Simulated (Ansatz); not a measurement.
**GeH4 (singlet): the correlation ladder at distance Ge1–H2 = 1.889 Å, 6-31G**

Aim: climb from Hartree-Fock through coupled cluster and multireference methods for GeH4 (singlet) at one geometry and basis, and see what each rung misses.

The runs use Ansatz 0.2.0, Gaussian basis; 6-31G, core rule «outside noble gas», up to 14 orbitals frozen.

Plan: UHF; CCSD(T) on RHF; BCCD(T) on RHF; CISD; CCSDT(Q) on RHF; CCSDTQ on RHF; CASSCF and MRCISD+Q, 2 electrons in 2 orbitals; CASSCF and NEVPT2, 2 electrons in 2 orbitals; CASSCF and MRCISD+Q, 8 electrons in 8 orbitals; CASSCF and NEVPT2, 8 electrons in 8 orbitals; Full CI.

### Step 1. The system

The geometry derives from a PBE0/def2-TZVP stationary point (not a proven minimum). One bond is set to the value named and the two fragments are kept rigid. No spin-orbit coupling is included. The filled d shell of Ge may be among the frozen orbitals whatever the setting's name suggests; the logs give the count.

5 atoms, charge 0, spin multiplicity 1.

Atoms are counted from 1 here; the program's logs count them from 0.

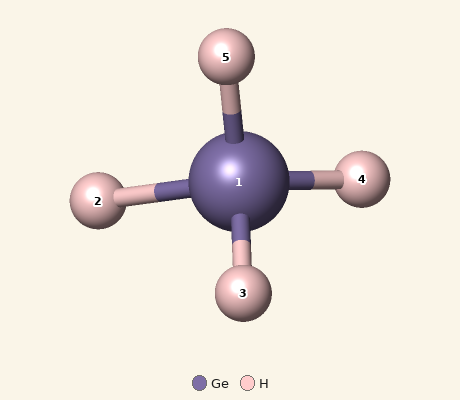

The structure; germanium purple, hydrogen pink; atoms are numbered from 1 in the order of the file.

In the tables R marks a restricted determinant and U an unrestricted one; 'pair' is the active space of 2 electrons in 2 orbitals; 'valence' is the active space of 8 electrons in 8 orbitals; energies count from the table's Hartree-Fock row.

### Step 2. UHF

The input, in.yaml:

```yaml
crystal:
  periodic: [false, false, false]
  atoms:
    - {symbol: Ge, position_ang: [-0.002687, -0.002696, -0.002692]}
    - {symbol: H, position_ang: [1.086041, 1.089570, 1.088155]}
    - {symbol: H, position_ang: [-0.890573, -0.886716, 0.882970]}
    - {symbol: H, position_ang: [-0.886513, 0.881817, -0.891916]}
    - {symbol: H, position_ang: [0.884699, -0.890387, -0.885177]}
basis:
  gaussian: {orbitals: 6-31G}
magnetization: {spin_polarized: true, initial_magnetization: 0}
hamiltonian: {xc: hf}
output: {orbitals: {seedname: orbitals}}
```

Launch:

```console
> ansatz run in.yaml --threads 1 --pin off --events-out ev --progress --plain --max-ram 4096MiB --backend cpu
```

The log of the run:

```text
Functional definition: HF
  name "HF"
  cite "Fock, Z. Phys. 61, 126 (1930) doi:10.1007/BF01340294"
  parent pbe
  exchange = exact_x
  correlation = 0
378 factors; integrals over basis functions are off by at most 4.7e-4 eV
mean field evaluation 1: about -56525.5949 eV, gradient 5.8e0 eV
mean field evaluation 2: about -56525.5968 eV, gradient 5.8e0 eV
mean field evaluation 4: about -56525.9067 eV, gradient 9.1e-1 eV
mean field evaluation 8: about -56525.9100 eV, gradient 4.5e-6 eV
mean field -56525.90998980 eV, -2077.2888774871 hartree, gradient 8.0e-6 eV, S^2 0.000000; 0 other end points of the search recorded, 0 dependent functions left out
reference -56525.90998980 eV, -2077.2888774871 hartree; 18, 18 occupied and 19, 19 virtual orbitals, 378 factors
Total energy: -56525.90998980 eV, -2077.2888774871 hartree
```

Wall time 0.45 s (1 thread of AMD EPYC 7R13, shared host).

From the report: ⟨S²⟩ of the determinant 0.000 (pure singlet: 0.00).

The unrestricted search falls back on the restricted solution.

### Step 3. CCSD(T) on RHF

in.yaml: that of step 2 with these lines changed.

```diff
@@ -10,4 +10,3 @@
   gaussian: {orbitals: 6-31G}
-magnetization: {spin_polarized: true, initial_magnetization: 0}
-hamiltonian: {xc: hf}
-output: {orbitals: {seedname: orbitals}}
+magnetization: {spin_polarized: false}
+correlation: {method: ccsd_t, electrons: outside_noble_gas}
```

Same command.

The log of the run, shortened:

```text
Functional definition: HF
  name "HF"
  cite "Fock, Z. Phys. 61, 126 (1930) doi:10.1007/BF01340294"
  parent pbe
[...]
378 factors; integrals over basis functions are off by at most 4.7e-4 eV
[...]
mean field -56525.90998980 eV, -2077.2888774871 hartree, gradient 7.4e-6 eV, S^2 0.000000; 0 other end points of the search recorded, 0 dependent functions left out
14 core orbitals not correlated: weight in the atoms' cores, before any rotation towards them, 0.998 or more for the frozen orbitals, at most 0.001 for the correlated occupied ones
reference -56525.90998980 eV, -2077.2888774871 hartree; 4, 4 occupied and 19, 19 virtual orbitals, 378 factors
second order -1.76730236 eV of doubles, -0.00000000 eV of singles
cycle   1  -2.22990499 eV  change   -4.6e-1 eV  update   6.1e-2
[...]
cycle   8  -2.48907608 eV  change    6.3e-7 eV  update   5.7e-6
perturbative correction -0.03306773 eV, -0.0012152165 hartree
Total energy: -56528.43213360 eV, -2077.3815645622 hartree
```

It took 0.48 s on 1 thread of AMD EPYC 7R13, shared host.

From the report: correlation -2.5221 eV; T1 0.010; largest double amplitude 0.11.

### Step 4. BCCD(T) on RHF

in.yaml: that of step 3 with these lines changed.

```diff
@@ -11,2 +11,2 @@
 magnetization: {spin_polarized: false}
-correlation: {method: ccsd_t, electrons: outside_noble_gas}
+correlation: {method: bccd_t, electrons: outside_noble_gas}
```

The command is unchanged.

The log of the run, shortened:

```text
Functional definition: HF
  name "HF"
  cite "Fock, Z. Phys. 61, 126 (1930) doi:10.1007/BF01340294"
  parent pbe
[...]
378 factors; integrals over basis functions are off by at most 4.7e-4 eV
[...]
mean field -56525.90998980 eV, -2077.2888774871 hartree, gradient 7.4e-6 eV, S^2 0.000000; 0 other end points of the search recorded, 0 dependent functions left out
14 core orbitals not correlated: weight in the atoms' cores, before any rotation towards them, 0.998 or more for the frozen orbitals, at most 0.001 for the correlated occupied ones
reference -56525.90998980 eV, -2077.2888774871 hartree; 4, 4 occupied and 19, 19 virtual orbitals, 378 factors
second order -1.76730236 eV of doubles, -0.00000000 eV of singles
cycle   1  -2.23532711 eV  change   -4.7e-1 eV  update   6.1e-2
[...]
cycle   8  -2.48832265 eV  change   -2.1e-6 eV  update   6.1e-6
perturbative correction -0.03402226 eV, -0.0012502951 hartree
Total energy: -56528.43233471 eV, -2077.3815719530 hartree
```

Wall time 0.52 s (1 thread of AMD EPYC 7R13, shared host).

From the report: correlation -2.5223 eV; largest double amplitude 0.11.

### Step 5. CISD

in.yaml: that of step 4 with these lines changed.

```diff
@@ -10,3 +10,2 @@
   gaussian: {orbitals: 6-31G}
-magnetization: {spin_polarized: false}
-correlation: {method: bccd_t, electrons: outside_noble_gas}
+correlation: {active_space: {ras: {orbitals: [4, 0, 19], electrons: 8, max_holes: 2, max_particles: 2}, fixed_orbitals: true}}
```

The command is unchanged.

The log of the run:

```text
Functional definition: HF
  name "HF"
  cite "Fock, Z. Phys. 61, 126 (1930) doi:10.1007/BF01340294"
  parent pbe
  exchange = exact_x
  correlation = 0
378 factors; integrals over basis functions are off by at most 4.7e-4 eV
mean field evaluation 1: about -56525.5949 eV, gradient 8.2e0 eV
mean field evaluation 2: about -56525.5968 eV, gradient 8.2e0 eV
mean field evaluation 4: about -56525.9064 eV, gradient 1.3e0 eV
mean field evaluation 8: about -56525.9100 eV, gradient 4.7e-7 eV
mean field -56525.90998980 eV, -2077.2888774871 hartree, gradient 7.4e-6 eV, S^2 0.000000; 0 other end points of the search recorded, 0 dependent functions left out
reference -56525.90998980 eV, -2077.2888774871 hartree; 18, 18 occupied and 19, 19 virtual orbitals, 378 factors
state -56528.28987745 eV, -2077.3763367453 hartree
Total energy: -56528.28987745 eV, -2077.3763367453 hartree
```

Wall time 0.51 s (1 thread of AMD EPYC 7R13, shared host).

From the report: 4,171 determinants.

### Step 6. CCSDT(Q) on RHF

in.yaml: that of step 5 with these lines changed.

```diff
@@ -10,2 +10,3 @@
   gaussian: {orbitals: 6-31G}
-correlation: {active_space: {ras: {orbitals: [4, 0, 19], electrons: 8, max_holes: 2, max_particles: 2}, fixed_orbitals: true}}
+magnetization: {spin_polarized: false}
+correlation: {method: ccsdt_q, electrons: outside_noble_gas}
```

The command is unchanged.

The log of the run, shortened:

```text
Functional definition: HF
  name "HF"
  cite "Fock, Z. Phys. 61, 126 (1930) doi:10.1007/BF01340294"
  parent pbe
[...]
674 factors; integrals over basis functions are off by at most 4.4e-8 eV
[...]
mean field -56525.91035910 eV, -2077.2888910589 hartree, gradient 1.9e-6 eV, S^2 0.000000; 0 other end points of the search recorded, 0 dependent functions left out
14 core orbitals not correlated: weight in the atoms' cores, before any rotation towards them, 0.998 or more for the frozen orbitals, at most 0.001 for the correlated occupied ones
reference -56525.91035910 eV, -2077.2888910589 hartree; 4, 4 occupied and 19, 19 virtual orbitals, 674 factors
second order -1.76737995 eV of doubles, -0.00000000 eV of singles
cycle   1  -2.22995397 eV  change   -4.6e-1 eV  update   6.3e-2
[...]
cycle  11  -2.53364986 eV  change    3.7e-8 eV  update   2.3e-7
perturbative correction -0.00095882 eV, -0.0000352360 hartree
Total energy: -56528.44496779 eV, -2077.3820362100 hartree
```

Run time: 1.1 s. Hardware: 1 thread of AMD EPYC 7R13, shared host.

From the report: correlation -2.5346 eV; T1 0.010; largest double amplitude 0.11.

### Step 7. CCSDTQ on RHF

in.yaml: that of step 6 with these lines changed.

```diff
@@ -11,2 +11,2 @@
 magnetization: {spin_polarized: false}
-correlation: {method: ccsdt_q, electrons: outside_noble_gas}
+correlation: {method: ccsdtq, electrons: outside_noble_gas}
```

Launch:

```console
> ansatz run in.yaml --threads 2 --pin off --events-out ev --progress --plain --max-ram 24576MiB --backend cuda --devices 0, --max-vram 18GiB
```

The log of the run, shortened:

```text
Functional definition: HF
  name "HF"
  cite "Fock, Z. Phys. 61, 126 (1930) doi:10.1007/BF01340294"
  parent pbe
[...]
674 factors; integrals over basis functions are off by at most 4.4e-8 eV
[...]
mean field -56525.91035910 eV, -2077.2888910589 hartree, gradient 1.9e-6 eV, S^2 0.000000; 0 other end points of the search recorded, 0 dependent functions left out
14 core orbitals not correlated: weight in the atoms' cores, before any rotation towards them, 0.998 or more for the frozen orbitals, at most 0.001 for the correlated occupied ones
reference -56525.91035910 eV, -2077.2888910589 hartree; 4, 4 occupied and 19, 19 virtual orbitals, 674 factors
second order -1.76737995 eV of doubles, -0.00000000 eV of singles
cycle   1  -2.22995478 eV  change   -4.6e-1 eV  update   6.3e-2
[...]
cycle  11  -2.53497092 eV  change    9.7e-8 eV  update   2.7e-7
Total energy: -56528.44533002 eV, -2077.3820495219 hartree
```

It took 14 s on 1 × H100 (card shared with other runs) with 2 threads of AMD EPYC 7R13, shared host; peak host memory 0.8 GiB.

From the report: correlation -2.5350 eV; T1 0.010; largest double amplitude 0.11.

### Step 8. CASSCF and MRCISD+Q, 2 electrons in 2 orbitals

in.yaml: that of step 7 with these lines changed.

```diff
@@ -10,3 +10,2 @@
   gaussian: {orbitals: 6-31G}
-magnetization: {spin_polarized: false}
-correlation: {method: ccsdtq, electrons: outside_noble_gas}
+correlation: {method: fic_mrcisd_q, electrons: outside_noble_gas, active_space: {window: {electrons: 2, orbitals: 2}}}
```

Launch:

```console
> ansatz run in.yaml --threads 1 --pin off --events-out ev --progress --plain --max-ram 4096MiB --backend cpu
```

The log of the run, shortened:

```text
Functional definition: HF
  name "HF"
  cite "Fock, Z. Phys. 61, 126 (1930) doi:10.1007/BF01340294"
  parent pbe
[...]
378 factors; integrals over basis functions are off by at most 4.7e-4 eV
[...]
mean field -56525.90998980 eV, -2077.2888774871 hartree, gradient 7.4e-6 eV, S^2 0.000000; 0 other end points of the search recorded, 0 dependent functions left out
reference -56525.90998980 eV, -2077.2888774871 hartree; 18, 18 occupied and 19, 19 virtual orbitals, 378 factors
state -56526.50483364 eV, -2077.3107375953 hartree
contracted CI cycle   1: correlation 0.00000000 eV, 0.0000000000 hartree, residual 9.50e0 eV
contracted CI cycle   2: correlation -1.78720467 eV, -0.0656785601 hartree, residual 1.80e0 eV
contracted CI cycle   3: correlation -1.85129822 eV, -0.0680339547 hartree, residual 4.55e-1 eV
contracted CI cycle   4: correlation -1.85495308 eV, -0.0681682684 hartree, residual 9.35e-2 eV
contracted CI cycle   5: correlation -1.85511091 eV, -0.0681740686 hartree, residual 2.46e-2 eV
contracted CI cycle   6: correlation -1.85512183 eV, -0.0681744697 hartree, residual 7.77e-3 eV
contracted CI cycle   7: correlation -1.85512285 eV, -0.0681745074 hartree, residual 2.02e-3 eV
contracted CI cycle   8: correlation -1.85512293 eV, -0.0681745104 hartree, residual 5.31e-4 eV
state -56526.50483364 eV, -2077.3107375953 hartree; corrected -56528.45128380 eV, -2077.3822683191 hartree
Total energy: -56528.45128380 eV, -2077.3822683191 hartree
```

Run time: 0.82 s. Hardware: 1 thread of AMD EPYC 7R13, shared host.

From the report: 4 determinants; active occupations 1.95, 0.05.

### Step 9. CASSCF and NEVPT2, 2 electrons in 2 orbitals

in.yaml: that of step 8 with these lines changed.

```diff
@@ -10,2 +10,2 @@
   gaussian: {orbitals: 6-31G}
-correlation: {method: fic_mrcisd_q, electrons: outside_noble_gas, active_space: {window: {electrons: 2, orbitals: 2}}}
+correlation: {method: sc_nevpt2, electrons: outside_noble_gas, active_space: {window: {electrons: 2, orbitals: 2}}}
```

Launched as before.

The log of the run:

```text
Functional definition: HF
  name "HF"
  cite "Fock, Z. Phys. 61, 126 (1930) doi:10.1007/BF01340294"
  parent pbe
  exchange = exact_x
  correlation = 0
378 factors; integrals over basis functions are off by at most 4.7e-4 eV
mean field evaluation 1: about -56525.5949 eV, gradient 8.2e0 eV
mean field evaluation 2: about -56525.5968 eV, gradient 8.2e0 eV
mean field evaluation 4: about -56525.9064 eV, gradient 1.3e0 eV
mean field evaluation 8: about -56525.9100 eV, gradient 4.7e-7 eV
mean field -56525.90998980 eV, -2077.2888774871 hartree, gradient 7.4e-6 eV, S^2 0.000000; 0 other end points of the search recorded, 0 dependent functions left out
reference -56525.90998980 eV, -2077.2888774871 hartree; 18, 18 occupied and 19, 19 virtual orbitals, 378 factors
state -56526.50483364 eV, -2077.3107375953 hartree
state -56526.50483364 eV, -2077.3107375953 hartree; corrected -56527.87465240 eV, -2077.3610775060 hartree
Total energy: -56527.87465240 eV, -2077.3610775060 hartree
```

Run time: 0.79 s. Hardware: 1 thread of AMD EPYC 7R13, shared host.

From the report: 4 determinants; active occupations 1.95, 0.05.

### Step 10. CASSCF and MRCISD+Q, 8 electrons in 8 orbitals

in.yaml: that of step 9 with these lines changed.

```diff
@@ -10,2 +10,2 @@
   gaussian: {orbitals: 6-31G}
-correlation: {method: sc_nevpt2, electrons: outside_noble_gas, active_space: {window: {electrons: 2, orbitals: 2}}}
+correlation: {method: fic_mrcisd_q, electrons: outside_noble_gas, active_space: {window: {electrons: 8, orbitals: 8}, shells: [{species: Ge, l: s, shell: 4}, {species: Ge, l: p, shell: 4}, {species: H, l: s, shell: 1}]}}
```

The command is unchanged.

The log of the run, shortened:

```text
Functional definition: HF
  name "HF"
  cite "Fock, Z. Phys. 61, 126 (1930) doi:10.1007/BF01340294"
  parent pbe
[...]
674 factors; integrals over basis functions are off by at most 4.4e-8 eV
[...]
mean field -56525.91035910 eV, -2077.2888910589 hartree, gradient 1.9e-6 eV, S^2 0.000000; 0 other end points of the search recorded, 0 dependent functions left out
reference -56525.91035910 eV, -2077.2888910589 hartree; 18, 18 occupied and 19, 19 virtual orbitals, 674 factors
state -56527.85395724 eV, -2077.3603169731 hartree
contracted CI cycle   1: correlation 0.00000000 eV, 0.0000000000 hartree, residual 5.84e0 eV
contracted CI cycle   2: correlation -0.54185044 eV, -0.0199126365 hartree, residual 1.42e0 eV
contracted CI cycle   3: correlation -0.57328387 eV, -0.0210677935 hartree, residual 3.24e-1 eV
contracted CI cycle   4: correlation -0.57486334 eV, -0.0211258380 hartree, residual 8.19e-2 eV
contracted CI cycle   5: correlation -0.57496845 eV, -0.0211297007 hartree, residual 1.82e-2 eV
contracted CI cycle   6: correlation -0.57497402 eV, -0.0211299056 hartree, residual 4.27e-3 eV
contracted CI cycle   7: correlation -0.57497430 eV, -0.0211299159 hartree, residual 8.03e-4 eV
state -56527.85395724 eV, -2077.3603169731 hartree; corrected -56528.43632405 eV, -2077.3817185585 hartree
Total energy: -56528.43632405 eV, -2077.3817185585 hartree
Checks for a lower state left out: starts, orbital_swaps
```

Wall time 3.5 s (1 thread of AMD EPYC 7R13, shared host).

From the report: 2,500 determinants; active occupations 1.98, 1.97, 1.97, 1.94, 0.06, 0.03, 0.02, 0.02.

### Step 11. CASSCF and NEVPT2, 8 electrons in 8 orbitals

in.yaml: that of step 10 with these lines changed.

```diff
@@ -10,2 +10,2 @@
   gaussian: {orbitals: 6-31G}
-correlation: {method: fic_mrcisd_q, electrons: outside_noble_gas, active_space: {window: {electrons: 8, orbitals: 8}, shells: [{species: Ge, l: s, shell: 4}, {species: Ge, l: p, shell: 4}, {species: H, l: s, shell: 1}]}}
+correlation: {method: sc_nevpt2, electrons: outside_noble_gas, active_space: {window: {electrons: 8, orbitals: 8}, shells: [{species: Ge, l: s, shell: 4}, {species: Ge, l: p, shell: 4}, {species: H, l: s, shell: 1}]}}
```

Same command.

The log of the run:

```text
Functional definition: HF
  name "HF"
  cite "Fock, Z. Phys. 61, 126 (1930) doi:10.1007/BF01340294"
  parent pbe
  exchange = exact_x
  correlation = 0
674 factors; integrals over basis functions are off by at most 4.4e-8 eV
mean field evaluation 1: about -56525.5668 eV, gradient 8.2e0 eV
mean field evaluation 2: about -56525.5913 eV, gradient 8.3e0 eV
mean field evaluation 4: about -56525.9074 eV, gradient 1.3e0 eV
mean field evaluation 8: about -56525.9104 eV, gradient 2.2e-4 eV
mean field -56525.91035910 eV, -2077.2888910589 hartree, gradient 1.9e-6 eV, S^2 0.000000; 0 other end points of the search recorded, 0 dependent functions left out
reference -56525.91035910 eV, -2077.2888910589 hartree; 18, 18 occupied and 19, 19 virtual orbitals, 674 factors
state -56527.85395724 eV, -2077.3603169731 hartree
state -56527.85395724 eV, -2077.3603169731 hartree; corrected -56528.28469148 eV, -2077.3761461642 hartree
Total energy: -56528.28469148 eV, -2077.3761461642 hartree
Checks for a lower state left out: starts, orbital_swaps
```

It took 2.7 s on 1 thread of AMD EPYC 7R13, shared host.

From the report: 2,500 determinants; active occupations 1.98, 1.97, 1.97, 1.94, 0.06, 0.03, 0.02, 0.02.

### Step 12. Full CI

in.yaml: that of step 11 with these lines changed.

```diff
@@ -10,2 +10,2 @@
   gaussian: {orbitals: 6-31G}
-correlation: {method: sc_nevpt2, electrons: outside_noble_gas, active_space: {window: {electrons: 8, orbitals: 8}, shells: [{species: Ge, l: s, shell: 4}, {species: Ge, l: p, shell: 4}, {species: H, l: s, shell: 1}]}}
+correlation: {method: fci, electrons: outside_noble_gas}
```

Launch:

```console
> ansatz run in.yaml --threads 2 --pin off --events-out ev --progress --plain --max-ram 24576MiB --backend cuda --devices 0, --max-vram 18GiB
```

The log of the run:

```text
Functional definition: HF
  name "HF"
  cite "Fock, Z. Phys. 61, 126 (1930) doi:10.1007/BF01340294"
  parent pbe
  exchange = exact_x
  correlation = 0
674 factors; integrals over basis functions are off by at most 4.4e-8 eV
mean field evaluation 1: about -56525.5668 eV, gradient 8.2e0 eV
mean field evaluation 2: about -56525.5913 eV, gradient 8.3e0 eV
mean field evaluation 4: about -56525.9073 eV, gradient 1.3e0 eV
mean field evaluation 8: about -56525.9104 eV, gradient 2.2e-4 eV
mean field -56525.91035910 eV, -2077.2888910589 hartree, gradient 1.9e-6 eV, S^2 0.000000; 0 other end points of the search recorded, 0 dependent functions left out
14 core orbitals not correlated: weight in the atoms' cores, before any rotation towards them, 0.998 or more for the frozen orbitals, at most 0.001 for the correlated occupied ones
reference -56525.91035910 eV, -2077.2888910589 hartree; 4, 4 occupied and 19, 19 virtual orbitals, 674 factors
state -56528.44532797 eV, -2077.3820494466 hartree
Total energy: -56528.44532797 eV, -2077.3820494466 hartree
```

Wall time 20 s (1 × H100 (card shared with other runs) with 2 threads of AMD EPYC 7R13, shared host); peak host memory 0.76 GiB.

From the report: 39,205,625 determinants, symmetry A'.

### Step 13. Natural occupations

Natural occupations of the FCI state about the gap (report; correlated orbitals 1 to 10): 1.978, 1.963, 1.963, 1.937, 0.060, 0.030, 0.025, 0.025, 0.004, 0.004. The count of effectively unpaired electrons, Σ n²(2 − n)², is 0.05; a single determinant of this spin has 0.

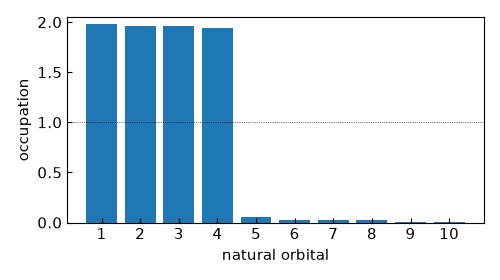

Natural occupations of the FCI state.

### Step 14. Misses and costs

The yardstick is full CI for this spin, exact in this basis with these frozen cores. Rows without a time come out of other runs: HF, MP2 and CCSD of CCSD(T), CCSDT of CCSDT(Q), CASSCF and MRCISD of the multireference runs.

Differences are taken before rounding.

```tsv
method	energy from the lowest RHF (meV)	from FCI (meV)	time
RHF	0.0	+2535.3	
RMP2	-1767.3	+768.0	
CISD	-2379.9	+155.5	0.51 s
RCCSD	-2489.1	+46.3	
RCCSD(T)	-2522.1	+13.2	0.48 s
BCCD(T)	-2522.3	+13.0	0.52 s
RCCSDT	-2534.0	+1.3	
RCCSDT(Q)	-2535.0	+0.4	1.1 s
RCCSDTQ	-2535.3	0.0	14 s (GPU)
CASSCF pair	-594.8	+1940.5	
NEVPT2 pair	-1964.7	+570.7	0.79 s
MRCISD pair	-2450.0	+85.4	
MRCISD+Q pair	-2541.3	-6.0	0.82 s
CASSCF valence	-1944.0	+591.4	
NEVPT2 valence	-2374.7	+160.6	2.7 s
MRCISD valence	-2518.9	+16.4	
MRCISD+Q valence	-2526.3	+9.0	3.5 s
FCI	-2535.3	0	20 s (GPU)
```

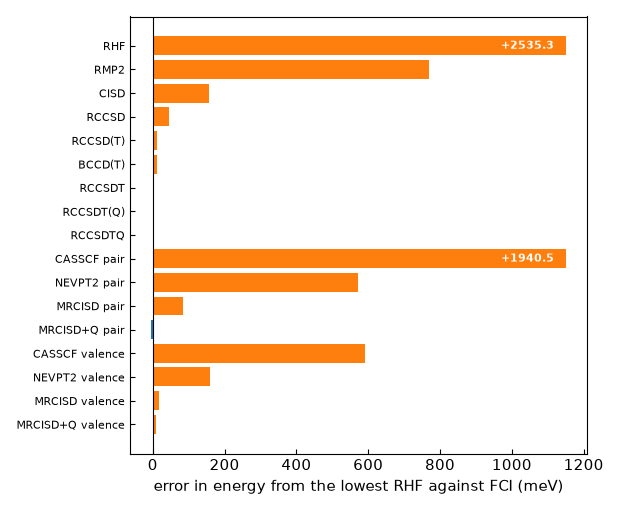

Deviations from FCI, method by method. Bars with a number in them are cut short.

Some runs used a GPU and others CPU threads alone; cost is compared among the CPU runs only.

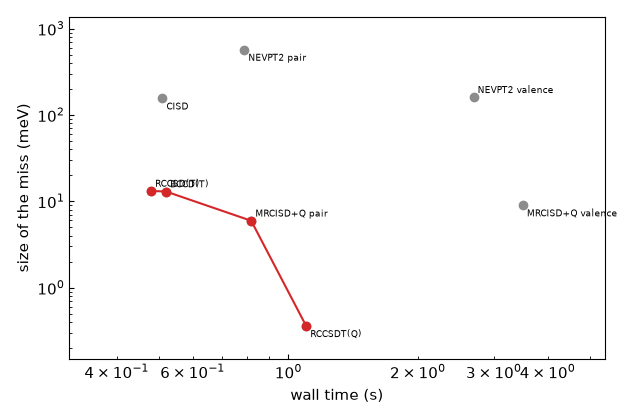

Miss against cost. Red marks the levels that no quicker level drawn beats. Times are from a shared host. Runs this short are mostly start-up, so their order is noise.

### Step 15. What came out

| quantity | value |
| --- | --- |
| FCI below the RHF energy | -2.5353 eV |
| RMP2 from FCI | +768.0 meV |
| RCCSD from FCI | +46.3 meV |
| RCCSD(T) from FCI | +13.2 meV |
| RCCSDT(Q) from FCI | +0.4 meV |
| NEVPT2 pair from FCI | +570.7 meV |
| MRCISD+Q pair from FCI | -6.0 meV |
| NEVPT2 valence from FCI | +160.6 meV |
| levels within 1 kcal/mol (43 meV) | RCCSD(T), BCCD(T), RCCSDT, RCCSDT(Q), RCCSDTQ, MRCISD+Q pair, MRCISD valence, MRCISD+Q valence |
| T1 diagnostic | 0.010 |
| effectively unpaired electrons | 0.05 |

RCCSD(T) lands +13.2 meV from the yardstick (0.5 % of the correlation energy). MRCISD+Q pair falls below full CI: the +Q correction isn't variational, and the cores differ from full CI's. One determinant dominates. Of the multireference levels listed MRCISD+Q pair comes nearest in total energy (-6.0 meV), which doesn't show that its space is the better one. These misses are within one basis, not against nature.
